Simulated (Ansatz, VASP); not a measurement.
# Cross-check of SiC (Moissanite 3C) between VASP and Ansatz

One calculation is typed for both programs; each brings its own data sets and cutoff. How far apart do they land?

Main program and level: Ansatz 0.2.0; plane waves, with VASP 6.6.1 beside it; band structure at PBE, band structure at r2SCAN and dielectric response at LDA.

## (1) The starting structure

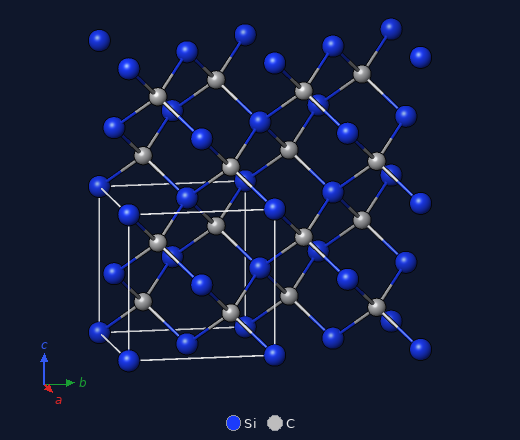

Start, viewed slightly off an axis; silicon blue, carbon light grey. 1×2×2 cells are drawn. This picture shows the conventional cell, with its axes. Bonds to atoms that aren't drawn are left out. Some periodic images of atoms are drawn too.

Structure file:

```xyz
2
Lattice="0.0000 2.1790 2.1790 2.1790 0.0000 2.1790 2.1790 2.1790 0.0000" Properties=species:S:1:pos:R:3 pbc="T T T"
Si    0.0000    0.0000    0.0000
C     3.2685    3.2685    3.2685
```

## (2) VASP: band structure, PBE

The same path points are solved in both programs, so levels can be compared one by one.

Lines of VASP's logs that name or quote its potential files are left out, and so is its time.

Input file INCAR:

```
SYSTEM = SiC
PREC = Accurate
ENCUT = 460
EDIFF = 1E-06
NELM = 100
ISMEAR = 0
SIGMA = 0.03
LREAL = .FALSE.
ALGO = Normal
GGA = PE
NBANDS = 16
LORBIT = 11
LWAVE = .FALSE.
LCHARG = .FALSE.
KPAR = 4
```

Input file POSCAR:

```
SiC
1.0
    0.0000000000      2.1790000000      2.1790000000
    2.1790000000      0.0000000000      2.1790000000
    2.1790000000      2.1790000000      0.0000000000
Si C
1 1
Direct
    0.0000000000      0.0000000000      0.0000000000
    0.7500000000      0.7500000000      0.7500000000
```

Input file KPOINTS:

```
Automatic mesh
0
Gamma
8 8 8
0 0 0
```

Input file KPOINTS_OPT:

```
Line mode
10
Line-mode
Reciprocal
  0.00000000   0.00000000   0.00000000 GAMMA
  0.50000000   0.00000000   0.50000000 X

  0.50000000   0.00000000   0.50000000 X
  0.50000000   0.25000000   0.75000000 W

  0.50000000   0.25000000   0.75000000 W
  0.37500000   0.37500000   0.75000000 K

  0.37500000   0.37500000   0.75000000 K
  0.00000000   0.00000000   0.00000000 GAMMA

  0.00000000   0.00000000   0.00000000 GAMMA
  0.50000000   0.50000000   0.50000000 L

  0.50000000   0.50000000   0.50000000 L
  0.62500000   0.25000000   0.62500000 U

  0.62500000   0.25000000   0.62500000 U
  0.50000000   0.25000000   0.75000000 W

  0.50000000   0.25000000   0.75000000 W
  0.50000000   0.50000000   0.50000000 L

  0.50000000   0.50000000   0.50000000 L
  0.37500000   0.37500000   0.75000000 K

  0.62500000   0.25000000   0.62500000 U
  0.50000000   0.00000000   0.50000000 X
```

Potentials, in the order of the species: Si and C (PBE family, release 64).

On the command line:

```bash
$ mpirun -np 4 vasp_std
```

Numbers of over 12 decimals in the logs are rounded to 6 here.

The program printed:

```text
[banner, memory and clock lines left out]
running    4 mpi-ranks, on    1 nodes
 distrk:  each k-point on    1 cores,    4 groups
 distr:  one band on    1 cores,    1 groups

 POSCAR found type information on POSCAR SiC
 POSCAR found :  2 types and       2 ions
 LDA part: xc-table for (Slater+PW92), standard interpolation
 POSCAR, INCAR and KPOINTS ok, starting setup
 FFT: planning ... GRIDC
 FFT: planning ... GRID_SOFT
 FFT: planning ... GRID
 WAVECAR not read
 entering main loop
       N       E                     dE             d eps       ncg     rms          rms(c)
DAV:   1     0.192678271882E+01    0.19268E+01   -0.33971E+03   968   0.382E+02
DAV:   2    -0.165362142949E+02   -0.18463E+02   -0.17885E+02  1264   0.886E+01
DAV:   3    -0.169116435691E+02   -0.37543E+00   -0.37520E+00  1080   0.954E+00
DAV:   4    -0.169124113097E+02   -0.76774E-03   -0.76773E-03  1304   0.564E-01
DAV:   5    -0.169124134381E+02   -0.21284E-05   -0.21284E-05  1048   0.267E-02    0.881E+00
DAV:   6    -0.151131225343E+02    0.17993E+01   -0.52670E+00  1192   0.781E+00    0.379E+00
DAV:   7    -0.150660684701E+02    0.47054E-01   -0.39982E-01  1264   0.273E+00    0.185E+00
DAV:   8    -0.150586442822E+02    0.74242E-02   -0.19657E-02  1128   0.696E-01    0.160E-01
DAV:   9    -0.150583952855E+02    0.24900E-03   -0.22544E-03  1120   0.189E-01    0.987E-02
DAV:  10    -0.150585025164E+02   -0.10723E-03   -0.21033E-04  1064   0.712E-02    0.295E-02
DAV:  11    -0.150585069507E+02   -0.44343E-05   -0.27824E-05  1240   0.222E-02    0.673E-03
DAV:  12    -0.150585074189E+02   -0.46823E-06   -0.22988E-06  1072   0.622E-03
   1 F= -.15058507E+02 E0= -.15058507E+02  d E =-.875329E-23
 Start KPOINTS_OPT (optional k-point list driver)
k-point batch [1-29\100]
       N       E                     dE             ncg
DAV:   1     0.100015364605E+04   -0.74543E+04      952
DAV:   2     0.491346335699E+03   -0.50881E+03     1256
DAV:   3     0.480621105166E+03   -0.10725E+02     1120
DAV:   4     0.480599960129E+03   -0.21145E-01     1192
DAV:   5     0.480599904061E+03   -0.56068E-04     1160
DAV:   6     0.480599903864E+03   -0.19679E-06     1072
[...]
k-point batch [88-100\100]
       N       E                     dE             ncg
DAV:   1     0.575942658137E+04   -0.43624E+04      448
DAV:   2     0.553371610670E+04   -0.22571E+03      544
DAV:   3     0.553009859739E+04   -0.36175E+01      544
DAV:   4     0.553009155925E+04   -0.70381E-02      512
DAV:   5     0.553009154024E+04   -0.19000E-04      520
DAV:   6     0.553009154017E+04   -0.73091E-07      480
```

Parts of OUTCAR (step 2):

```text
ion  position               nearest neighbor table
   1  0.000  0.000  0.000-   2 1.89   2 1.89   2 1.89   2 1.89
   2  0.750  0.750  0.750-   1 1.89   1 1.89   1 1.89   1 1.89

  LATTYP: Found a face centered cubic cell.
 ALAT       =     4.3580000000

 Subroutine GETGRP returns: Found 24 space group operations
 (whereof 24 operations were pure point group operations)

The static configuration has the point symmetry T_d .

 Found     29 irreducible k-points:

   k-points           NKPTS =     29   k-points in BZ     NKDIM =     29   number of bands    NBANDS=     16

   dimension x,y,z NGX =    24 NGY =   24 NGZ =   24
   dimension x,y,z NGXF=    48 NGYF=   48 NGZF=   48

   ENCUT  =  460.0 eV  33.81 Ry    5.81 a.u.   5.39  5.39  5.39*2*pi/ulx,y,z

   NELECT =       8.0000    total number of electrons

 k-points in reciprocal lattice and weights: Automatic mesh
   0.00000000  0.00000000  0.00000000       0.002
   0.12500000  0.00000000  0.00000000       0.016
   0.25000000  0.00000000  0.00000000       0.016
   0.37500000  0.00000000  0.00000000       0.016
   0.50000000  0.00000000  0.00000000       0.008
   0.12500000  0.12500000  0.00000000       0.012
   0.25000000  0.12500000  0.00000000       0.047
   0.37500000  0.12500000  0.00000000       0.047
   0.50000000  0.12500000  0.00000000       0.047
[...]
-0.37500000  0.50000000  0.12500000       0.023
  -0.25000000  0.50000000  0.25000000       0.012

 average (electrostatic) potential at core
       1 -80.3726       2 -44.7824

 E-fermi :   8.3071

 k-point     1 :       0.0000    0.0000    0.0000
  band No.  band energies     occupation
      1      -7.2959      2.00000
      2       8.1084      2.00000
      3       8.1084      2.00000
      4       8.1084      2.00000
      5      14.3411      0.00000
      6      15.4145      0.00000
      7      15.4145      0.00000
      8      15.4145      0.00000
      9      22.6145      0.00000
    ...

 k-point     2 :       0.1250    0.0000    0.0000
  band No.  band energies     occupation
      1      -6.9913      2.00000
      2       6.6240      2.00000
      3       7.9071      2.00000
      4       7.9071      2.00000
      5      14.5800      0.00000
      6      15.7661      0.00000
      7      15.7661      0.00000
      8      15.9416      0.00000
      9      21.3951      0.00000
    ...

 k-point     3 :       0.2500    0.0000    0.0000
  band No.  band energies     occupation
      1      -6.1004      2.00000
      2       3.8161      2.00000
      3       7.5021      2.00000
      4       7.5021      2.00000
      5      14.0969      0.00000
      6      16.0159      0.00000
      7      16.0159      0.00000
      8      17.4621      0.00000
      9      21.2257      0.00000
    ...

  Total        0.4010457      0.4010457      0.4010457      0.0000000      0.0000000     -0.0000000
  in kB       31.0529400     31.0529400     31.0529400      0.0000000      0.0000000     -0.0000000
  external PRESSURE =      31.0529400 kB  Pullay stress =       0.0000000 kB

  energy-cutoff  :      460.00
  volume of cell :       20.69
      direct lattice vectors                 reciprocal lattice vectors
     0.000000000  2.179000000  2.179000000    -0.229463056  0.229463056  0.229463056
     2.179000000  0.000000000  2.179000000     0.229463056 -0.229463056  0.229463056
     2.179000000  2.179000000  0.000000000     0.229463056  0.229463056 -0.229463056

 POSITION                                       TOTAL-FORCE (eV/Angst)
 -----------------------------------------------------------------------------------
      0.00000      0.00000      0.00000        -0.000000     -0.000000     -0.000000
      3.26850      3.26850      3.26850         0.000000      0.000000      0.000000
 -----------------------------------------------------------------------------------
    total drift:                               -0.000000     -0.000000     -0.000000

  FREE ENERGIE OF THE ION-ELECTRON SYSTEM (eV)
  ---------------------------------------------------
  free  energy   TOTEN  =       -15.0585074189 eV

  energy  without entropy=      -15.0585074189  energy(sigma->0) =      -15.05850742

 total charge
# of ion       s       p       d       tot
------------------------------------------
    1        0.708   0.972   0.000   1.679
    2        0.839   1.710   0.000   2.549
--------------------------------------------------
tot          1.547   2.682   0.000   4.228

[... 3 further parts left out ...]
```

The run ends at a pressure of 3.11 GPa.

## (3) Ansatz: band structure, PBE

Ansatz runs on its default PAW (the set named soft_2) files.

The same cell, functional, mesh and smearing now go to Ansatz, which takes its cutoff from its data sets.

Input file input.yaml:

```yaml
crystal:
  lattice:
    - [0.0, 2.179, 2.179]
    - [2.179, 0.0, 2.179]
    - [2.179, 2.179, 0.0]
  atoms:
    - { symbol: Si, position: [0.0, 0.0, 0.0] }
    - { symbol: C, position: [0.75, 0.75, 0.75] }
hamiltonian:
  xc: pbe
  pseudopotentials: { kind: paw }
kpoints:
  mp_grid: { grid: [8, 8, 8] }
  band_path:
    path:
      - [0.0, 0.0, 0.0]
      - [0.16667, 0.0, 0.16667]
      - [0.33333, 0.0, 0.33333]
      - [0.5, 0.0, 0.5]
      - [0.5, 0.08333, 0.58333]
      - [0.5, 0.19444, 0.69444]
      - [0.5, 0.25, 0.75]
      - [0.45833, 0.29167, 0.75]
      - [0.40278, 0.34722, 0.75]
      - [0.375, 0.375, 0.75]
      - [0.20833, 0.20833, 0.41667]
      - [0.08333, 0.08333, 0.16667]
      - [0.0, 0.0, 0.0]
      - [0.22222, 0.22222, 0.22222]
      - [0.38889, 0.38889, 0.38889]
      - [0.51389, 0.47222, 0.51389]
      - [0.55556, 0.38889, 0.55556]
      - [0.61111, 0.27778, 0.61111]
      - [0.61111, 0.25, 0.63889]
      - [0.56944, 0.25, 0.68056]
      - [0.51389, 0.25, 0.73611]
      - [0.5, 0.27778, 0.72222]
      - [0.5, 0.38889, 0.61111]
      - [0.5, 0.47222, 0.52778]
      - [0.48611, 0.48611, 0.52778]
      - [0.43056, 0.43056, 0.63889]
      - [0.38889, 0.38889, 0.72222]
      - [0.59722, 0.19444, 0.59722]
      - [0.55556, 0.11111, 0.55556]
      - [0.5, 0.0, 0.5]
    npoints: 1
scf:
  occupations: { method: gaussian, width: 0.03 }
  n_extra_bands: 7
output:
  forces: true
  stress: true
  eigenvalues: true
  write_density: true
  write_potential: true
  elf: true
  volumetric_format: npy
```

On the command line:

```bash
$ ansatz run input.yaml --threads 2 --pin off --max-ram 4608MiB --backend cpu --events-out ev --progress --plain --runs-dir out
```

The program printed:

```text
scf.n_extra_bands = 7 over 4 filled bands (N_el = 8.0): the run solves 11 bands
Engine: ansatz 0.2.0, aarch64-unknown-linux-gnu
Pseudopotentials: kind: paw
Pseudopotential: Si, paw, valence charge 4, recommended cutoff 420 eV (normal), Si.paw.azcp
Pseudopotential: C, paw, valence charge 4, recommended cutoff 420 eV (normal), C.paw.azcp
Functional definition: PBE
  parameter kappa = 0.804
  parameter beta = 0.066725
  exchange = pbe_x(kappa = kappa, mu = beta*pi^2/3)
  correlation = pbe_c(beta = beta)
Crystal: 2 atoms, lattice volume = 20.692 Å³
Basis set: ecut = 420 eV, 411 PW (Γ), exchange–correlation on 48×48×48 points (8 copies of the dense FFT grid, shifted against one another)
Bands: 11, of which v1, the nominal top of the filled ones, is band 4 counted from 1 (3 counted from 0)
Symmetry: 24 space group operations
Space group: F-43m (ITA 216), of the structure as read, at distance tolerance 2.7e-5 Å
k-points: 29 of 512 (time reversal used)
Non-local potential: Si, projectors of the file, l = 0: 2, l = 1: 2, l = 2: 2
Non-local potential: C, projectors of the file, l = 0: 2, l = 1: 2, l = 2: 1
PAW form: soft (Blöchl's): semilocal exchange-correlation on the pseudo side does not see the compensation charge
PAW one-centre angular grid: Si, 110 points (default); XC on 64 Gauss nodes
PAW one-centre angular grid: C, 110 points (default); XC on 64 Gauss nodes
Initial density: superposition of atomic densities (neutral atoms: chi_scale 0, normalization atom), corrected by the library's trained network
Initial wavefunctions: pseudopotential atomic-orbital guess
Functional: x = pbe(κ = 0.804, μ = 0.219515), c = pbe(β = 0.066725)
SCF iter   1: F=—  HF=-887.155878 eV  |F-HF|=—  |Δ(HF+E_count)|=         —  Δρ=2.23e-3  dr2=1.05e-3  ethr=1.77e-3  ⟨swp⟩=5.8  Hψ=2261  notcnv=0  defer=3
preconditioner: auto → none  [insulator: Δε(μ)=1.336 eV  Ē_g=17.546 eV  σ=0.030 eV  W_gap=1.00  n_scr=0 (ndim 8)  ℏωp=23.1 eV  f_vac=0.000  D(μ)=0.00/eV (n_scr^D=0)  ε∞_Penn≈2.7]
SCF iter   2: F=—  HF=-887.155823 eV  |F-HF|=—  |Δ(HF+E_count)|=   5.55e-5  Δρ=8.59e-4  dr2=9.92e-5  ethr=1.31e-5  ⟨swp⟩=2.1  Hψ=638  notcnv=0  defer=38
SCF iter   3: F=—  HF=-887.155829 eV  |F-HF|=—  |Δ(HF+E_count)|=   6.65e-6  Δρ=3.64e-4  dr2=6.62e-6  ethr=1.24e-6  ⟨swp⟩=2.3  Hψ=356  notcnv=0  defer=38
SCF iter   4: F=—  HF=-887.155857 eV  |F-HF|=—  |Δ(HF+E_count)|=   2.74e-5  Δρ=4.68e-5  dr2=4.69e-7  ethr=8.28e-8  ⟨swp⟩=2.0  Hψ=370  notcnv=0  defer=38
iter 5 did not close the SCF: its close was put off for the readings that it lacked (scf_convergence_deferred on its scf_iter line)
SCF iter   5: F=-887.155857 eV  HF=-887.155857 eV  |F-HF|=1.48e-9  |Δ(HF+E_count)|=   3.08e-8  Δρ=3.04e-6  dr2=9.52e-10  ethr=5.86e-9  ⟨swp⟩=2.4  Hψ=368  notcnv=0  defer=38
SCF iter   6: F=-887.155857 eV  HF=-887.155857 eV  |F-HF|=6.00e-11  |Δ(HF+E_count)|=   1.96e-9  Δρ=4.90e-7  dr2=2.41e-11  ethr=1.19e-11  ⟨swp⟩=7.7  Hψ=1661  notcnv=0
SCF 1 converged in 6 iterations: F = -887.155857 eV  dr2 = 2.41e-11
  greatest PAW one-centre occupation: 0.645 electrons in one spin orbital (limit 2), on the C atom at site 1 (counted from 0), in its partial waves of l = 0
NSCF: frozen V_eff on 30 k-points
SCF converged after 6 iterations
Free energy (F): -887.155857 eV
Harris-Foulkes:  -887.155857 eV  (|F-HF|=6.00e-11)
Internal energy: -887.155857 eV  (E = F + TS)
E sigma→0 (E₀):  -887.155857 eV
Fermi energy:    10.159922 eV
--- Per-component energies (eV) ---
  E_band       = 28.701200
  E_kinetic    = 135.732769
  E_local      = -104.417975  (includes V_loc(G=0)·N_el)
  E_nonlocal   = 51.846275
  E_hartree    = 32.063244
  E_xc         = -105.503970
  E_vxc        = -109.370897  (∫ρ·V_xc dr)
  E_paw        = -612.092431  (= ΣΔE_a)
  E_vpaw       = -9.215450  (= ΣTr[D̂ρ^β])
  E_aug_tail   = 0.000011  (compensation charges beyond the density's cutoff)
  E_ewald      = -284.783780
  E_smearing   = -0.000000  (= −TS)
  E_closure    = 0.000000  (closes the sum)
  Σ components = -887.155857   (vs F -887.155857, Δ=0.00e0)
--- Forces (eV/Å), atoms counted from 1 ---
  atom   1  Si    -0.00000000     0.00000000     0.00000000
  atom   2  C      0.00000000    -0.00000000     0.00000000
  max |Σ_I F_I| component: 9.25e-17 eV/Å
--- Stress (GPa, compression-positive) ---
        3.269510       0.000000      -0.000000
       -0.000000       3.269510       0.000000
        0.000000       0.000000       3.269510
  P = ⅓ Tr σ = 3.2695 GPa (32.695 kbar)
--- Band table (eV; the first three rows and the last of 29) ---
  k-point 0: bands = [-5.9237, 9.4806, 9.4806, 9.4806, 15.6941, 16.7894, 16.7894, 16.7894, ... 3 higher]
  k-point 1: bands = [-5.6190, 7.9968, 9.2799, 9.2799, 15.9420, 17.1402, 17.1402, 17.3076, ... 3 higher]
  k-point 2: bands = [-4.7280, 5.1884, 8.8748, 8.8748, 15.4634, 17.3890, 17.3890, 18.8225, ... 3 higher]
  k-point 28: bands = [-0.6739, 2.4574, 4.4934, 4.7956, 14.6883, 18.9174, 18.9357, 19.2514, ... 3 higher]
```

It took 1.5 s on 2 threads of Arm Neoverse N1, shared host; peak memory 0.26 GiB.

In the SCF lines HF is the Harris–Foulkes energy and dr2 the Hartree energy of the density residual, in eV; the loop may stop once dr2 is under the threshold and the program's other checks hold. Hψ counts applications of the Hamiltonian.

## (4) Side by side

Known differences besides the PAW data sets themselves: the cutoff is 420 eV in Ansatz and 460 eV in VASP; VASP leaves aspherical gradient terms in its spheres out (LASPH is not set), Ansatz keeps them. Total energies have different zeros and are not compared.

The two programs side by side:

| quantity | Ansatz | VASP | difference |
| --- | --- | --- | --- |
| pressure (GPa) | 3.27 | 3.11 | +0.16 |
| gap over the path points (eV) | 1.359 | 1.356 | +0.003 |

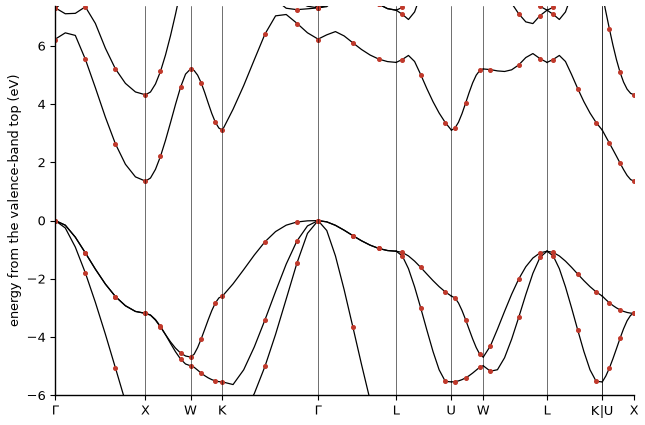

Bands from VASP (lines) and levels from Ansatz (dots). Dots without a line are higher empty bands that the VASP plot leaves out.

Levels at points of the path, from each program's valence-band top (eV; 3 filled, then empty):

| k (reciprocal lattice) | Ansatz | VASP |
| --- | --- | --- |
| 0.000 0.000 0.000 | 0.00 0.00 0.00 6.21 7.31 7.31 | 0.00 0.00 0.00 6.23 7.31 7.31 |
| 0.167 0.000 0.167 | -1.80 -1.11 -1.11 5.54 7.33 9.04 | -1.80 -1.11 -1.11 5.54 7.34 9.04 |
| 0.333 0.000 0.333 | -5.06 -2.61 -2.61 2.64 5.21 12.14 | -5.06 -2.61 -2.61 2.64 5.21 12.15 |
| 0.500 0.000 0.500 | -7.80 -3.19 -3.19 1.36 4.33 14.02 | -7.80 -3.19 -3.19 1.36 4.32 14.04 |
| 0.500 0.083 0.583 | -7.66 -3.66 -3.63 2.21 5.13 12.98 | -7.65 -3.66 -3.63 2.21 5.13 13.00 |
| 0.500 0.194 0.694 | -7.16 -4.75 -4.55 4.58 7.89 10.14 | -7.16 -4.75 -4.55 4.58 7.89 10.15 |
| 0.500 0.250 0.750 | -7.02 -4.99 -4.68 5.21 9.44 9.46 | -7.02 -4.99 -4.69 5.21 9.45 9.46 |
| 0.458 0.292 0.750 | -7.10 -5.24 -4.06 4.73 8.39 9.99 | -7.09 -5.24 -4.07 4.73 8.39 10.00 |
| 0.403 0.347 0.750 | -7.25 -5.50 -2.83 3.38 7.82 11.33 | -7.25 -5.51 -2.83 3.38 7.82 11.34 |
| 0.375 0.375 0.750 | -7.27 -5.54 -2.59 3.11 7.77 11.84 | -7.27 -5.54 -2.59 3.11 7.77 11.85 |

Among the levels compared (up to four filled and three empty ones at each point), filled levels agree within 3 meV and empty ones within 19 meV. Ansatz's pressure holds a Pulay correction of 0.29 GPa; VASP's holds none.

[end of part 1 of 2]

[Lines on the potential files, build, host, timing and source positions are cut from VASP's logs without a mark.]

[Logs are printed without paths, hosts, clocks, repeated set-up lines and the standing remarks that a program may print on its own settings, such as how far it seeks lower states.]

[Hosts, paths, dates, database ids (printed as entryN), source tags and the programs' standing remarks are cut or masked in the printed files.]
